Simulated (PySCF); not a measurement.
C2H7AlS

```xyz
11

C    -0.9608    0.5849   -0.0360
C    -0.9241   -0.9038   -0.3034
S     0.7266   -1.6659    0.0470
Al    1.9638    0.1432    0.0609
H    -1.9560    0.9834   -0.2308
H    -0.2474    1.1091   -0.6870
H    -0.6916    0.7956    1.0016
H    -1.6238   -1.4328    0.3420
H    -1.1648   -1.1284   -1.3413
H     2.8159    0.5088   -1.1685
H     2.0678    1.0086    1.3295
```

Geometry: GFN2-xTB.

Theory: PBE0/pcSseg-1, SCF density, gas phase, non-relativistic (PySCF).

Predict the electron density and electron localisation function between the atoms.

Answer. C–C (1.51 Å): ρ at the midpoint is about 1.7 e/Å³; the ELF peaks at about 0.95 between the atoms; a covalent bond.
C–S (1.85 Å): ρ at the midpoint is about 1.1 e/Å³; the ELF peaks at about 0.90 between the atoms (localised, covalent bonding).
C–H (1.09 Å): ρ at the midpoint is about 2 e/Å³; the ELF climbs to about 1 towards the hydrogen, as it does in any bond to H; a covalent bond by its length.

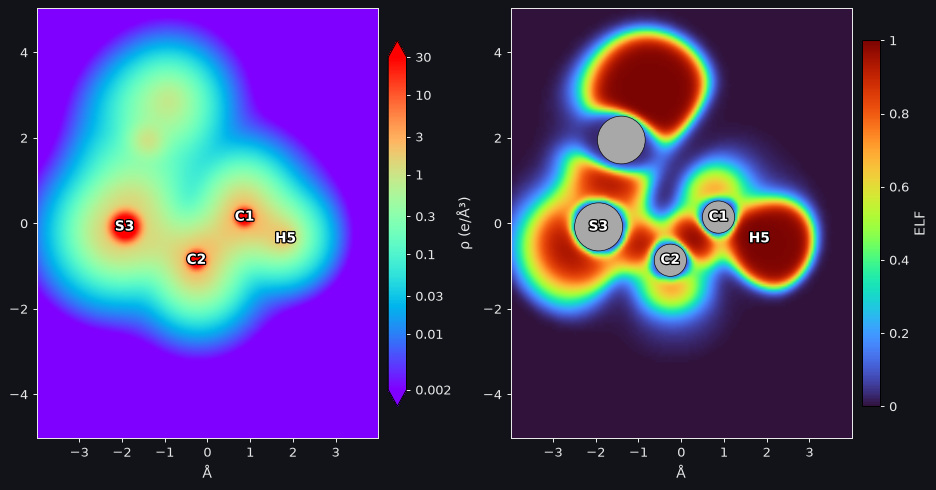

Computed electron density and electron localisation function on the plane of atoms C2, C1 and H5, in this order. Grey discs cover the atomic cores in the ELF map. 
